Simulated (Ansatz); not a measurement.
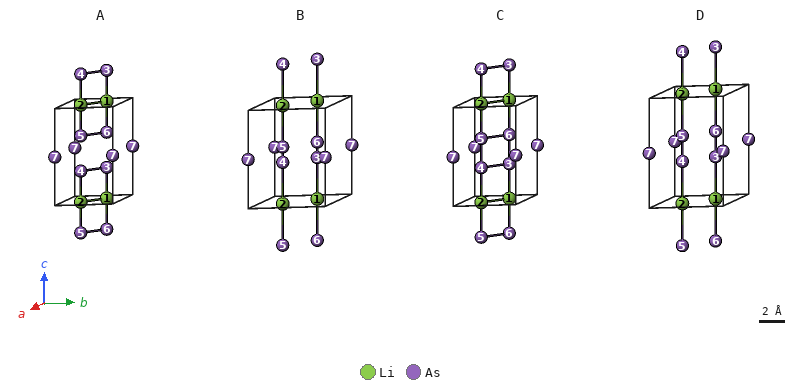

4 geometries from one relaxation of solid Li$_{2}$As$_{5}$ (a generated structure, set up in P6/mmm) (coarse preliminary run), in shuffled order. A ball-and-stick model of the cell of the calculation, seen slightly off an axis.

Computed with Ansatz 0.2.0, DFT PBE, scalar-relativistic, plane waves, PAW. Settings: plane-wave cutoff 420 eV; k-point mesh 3 × 3 × 2; occupations gaussian; smearing width 0.1 eV; no spin polarisation; cell and atoms relaxed; force threshold 0.04 eV/Å; at most 70 steps.

> Put them in the order of the run, from the start to the converged end.

B, D, C, A. They are steps 0, 4, 8, 17, at +89.166 eV per cell of the calculation, +4.723 eV per cell of the calculation, +1.090 eV per cell of the calculation relative to the last. The largest moves relative to the cell, 0.81 Å, are those of As3, As4, As5 and As6. As5 goes along +c. Li stays in place. The volume changes by −44.3 %, with a = b 6.282 → 4.720 Å (−24.9 %), c 8.010 → 7.909 Å (−1.3 %). Among the contacts that change: As3–As6 1.260 → 2.870 Å, As3–As4 3.627 → 2.725 Å, Li1–Li2 3.627 → 2.725 Å, Li1–As3 3.375 → 2.519 Å. New bonds form: As3–As4 (3.63 → 2.72 Å), As5–As6 (3.63 → 2.72 Å), Li1–Li2 (3.63 → 2.72 Å). Bonds break: As3–As6 (1.26 → 2.87 Å), As4–As5 (1.26 → 2.87 Å). The space group stays P6/mmm (No. 191). Over 15 accepted moves (17 points after the start) the energy falls by 89.166 eV per cell of the calculation. The largest force component goes from 210 to 0.0099 eV/Å. Pressure: 104.17 GPa at the start and −0.05 GPa at the end. The SCF was repeated twice at an unchanged geometry on a basis and grid sized afresh for the cell, which shifted the energy by 3.6 meV per cell of the calculation at most.

Limits of the set-up: the k-point mesh is coarse for a cell with partly filled bands.
